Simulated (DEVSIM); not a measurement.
System: GaP/Si n-p heterojunction, at 300 K.

| layer (left to right) | material | thickness (μm) | Nd (cm⁻³) | Na (cm⁻³) | τn (s) | τp (s) |
|---|---|---|---|---|---|---|
| 1 | GaP | 0.430 | 1.1e16 | - | 5.9e-7 | 5.9e-7 |
| 2 | Si | 0.550 | - | 7.2e16 | 5.9e-7 | 5.9e-7 |

Left contact: ohmic. Right contact: ohmic. Voltage is applied to the left contact. Recombination: SRH at mid-gap, Auger. Mobility is constant in doping.

This is a model device: material constants are rounded textbook-type values typed into the input, and sizes, dopings and lifetimes were drawn at random. Values at 300 K.

| parameter | GaP | Si |
|---|---|---|
| gap (eV) | 2.26 | 1.124 |
| affinity (eV) | 3.8 | 4.05 |
| permittivity | 11.1 | 11.7 |
| Nc (cm⁻³) | 1.8e19 | 2.86e19 |
| Nv (cm⁻³) | 1.9e19 | 3.1e19 |
| μn (cm²/Vs) | 250 | 1417 |
| μp (cm²/Vs) | 150 | 470 |
| Cn (cm⁶/s) | 1e-30 | 2.8e-31 |
| Cp (cm⁶/s) | 1e-30 | 9.9e-32 |

Model (solved in DEVSIM): 1D drift-diffusion, Boltzmann statistics, complete ionisation; no tunnelling, impact ionisation, image-force lowering or self-heating. Band offsets follow the typed affinities; no thermionic-emission limit at abrupt steps, no polarisation charge.

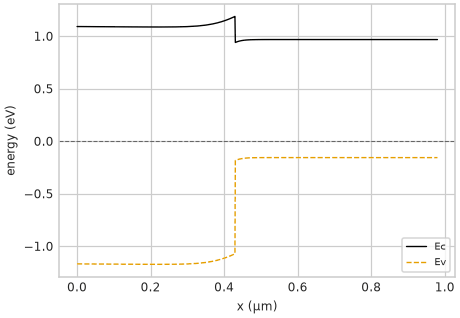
Band edges at -0.9 V on the left contact

Energies count from the Fermi level of the right contact; mesh points crowd at the junctions.

```
x (μm)    Ec (eV)  Ev (eV)  n (cm⁻³)  p (cm⁻³)  field (V/cm)
--------  -------  -------  --------  --------  ------------
0.000       1.091   -1.169    1.1e16     < 1e2          -230
0.004768    1.091   -1.169    1.1e16     < 1e2          -230
0.01416     1.091   -1.169    1.1e16     < 1e2          -230
0.03267     1.091   -1.169    1.1e16     < 1e2          -230
0.08916     1.089   -1.171    1.1e16     < 1e2          -230
0.1804      1.087   -1.173    1.1e16     < 1e2          -160
0.2987      1.091   -1.169    8.6e15     < 1e2          1300
0.3805      1.125   -1.135    1.9e15     < 1e2          8800
0.4073      1.155   -1.105    4.5e14     < 1e2         13000
0.4214      1.175   -1.085    1.1e14     < 1e2         16000
0.4281      1.186   -1.074    2.0e13     < 1e2         17000
0.4337      0.944   -0.180    2.3e15    3.0e16         13000
0.4420      0.953   -0.171    1.6e15    4.2e16          8600
0.4586      0.963   -0.161    1.1e15    6.0e16          3200
0.5093      0.967   -0.157    8.2e14    7.2e16           110
0.5917      0.967   -0.157    6.7e14    7.3e16           ≈ 0
0.7465      0.967   -0.157    4.0e14    7.2e16           ≈ 0
0.8643      0.967   -0.157    2.0e14    7.2e16           ≈ 0
0.9369      0.967   -0.157    7.5e13    7.2e16           ≈ 0
0.9606      0.967   -0.157    3.4e13    7.2e16           ≈ 0
0.9726      0.967   -0.157    1.3e13    7.2e16           ≈ 0
0.9800      0.967   -0.157      1600    7.2e16           ≈ 0
```
